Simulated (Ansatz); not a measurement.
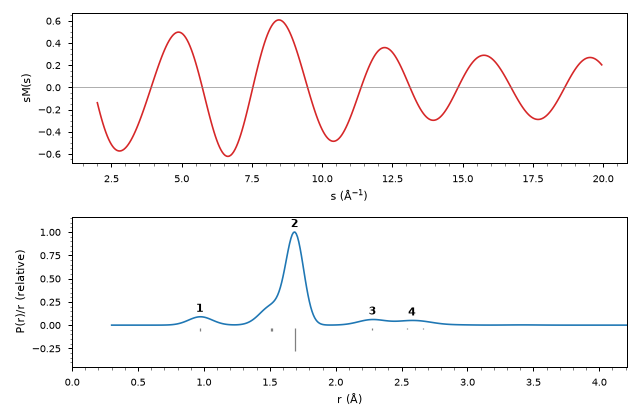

Simulated gas electron diffraction: reduced molecular intensity sM(s) from the Debye equation in the first Born approximation (top) and the radial distribution curve (bottom) of H₃OSi (spin multiplicity 2). Each pair of atoms contributes with weight ZᵢZⱼ/r (bars below the curve); damping constant 0.001 Å²; vibrational amplitudes assumed, not computed: 0.05 Å for bonds, 0.078 Å for bonds to H, 0.06 + 0.015 r up to 0.15 Å for other pairs. The geometry is the end point of an optimisation (Ansatz, UKS PBE-D4/def2-SVP); it may be a saddle point or a higher isomer.

Question: Read the positions of the numbered peaks and name the main pairs (– for bonds).

Answer: Peak 1, 0.97 Å: O–H 0.97 Å
Peak 2, 1.69 Å: Si–H 1.51–1.52 Å (×2), Si–O 1.69 Å, not resolved
Peak 3, 2.28 Å: Si···H 2.27 Å
Peak 4, 2.58 Å: O···H 2.54–2.66 Å (×2), not resolved
